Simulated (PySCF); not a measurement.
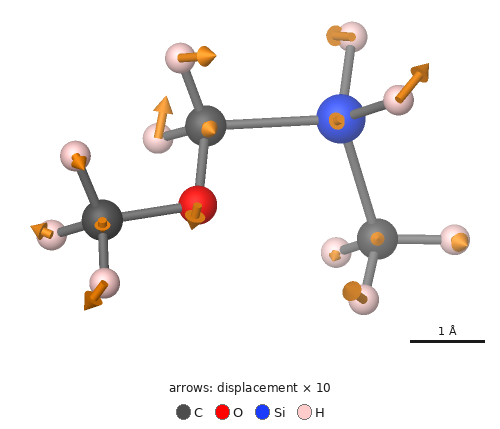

A relaxation of C3H10OSi. The starting structure is drawn; orange arrows show the displacements, magnified 10 times. The two geometries are superimposed by the best rigid fit.

Style: ball-and-stick. Shown at a tilt.

The start comes from GFN2-xTB.

Level of theory: PBE0-D3(BJ)/def2-SVP geometry optimisation, gas phase in PySCF 2.14.0, density-fitted response routines. 

> Which element moves most?

Hydrogen: up to 0.077 Å, against 0.044 Å for oxygen.

> What did the optimiser do to the structure, and how much energy did it gain?

Over 4 geometry steps the energy falls by 5.47 kJ/mol. Largest force component: 0.8 eV/Å at the start, 0.013 eV/Å at the end. The largest move after the best rigid fit is that of an H atom, 0.077 Å. By element the largest moves are H 0.077 Å, O 0.044 Å, C 0.030 Å, Si 0.030 Å. Near-neighbour distances that change, for instance: H–Si 1.466 → 1.496 Å, C–Si 1.896 → 1.875 Å, C–H 1.087 → 1.101 Å, C–Si 1.910 → 1.897 Å. The run took roughly 50 core-seconds on a shared host.
